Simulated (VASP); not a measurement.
Energy against volume of HfO$_{2}$ (fluorite). Computed with AM05 GGA, VASP's PBE PAW potentials (set 64) (plane waves; VASP 6.6.1).

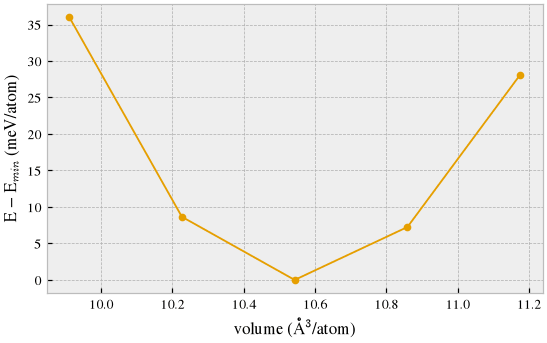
*Energy against volume*

Task: Estimate the equilibrium volume and the bulk modulus.

Result: The minimum lies near 10.5 Å³/atom, and the curvature gives B0 of about 270 GPa.

The compound is HfO2 in the fluorite structure, the high-temperature cubic form, which is unstable at 0 K; the monoclinic form is the stable one. It was relaxed first.
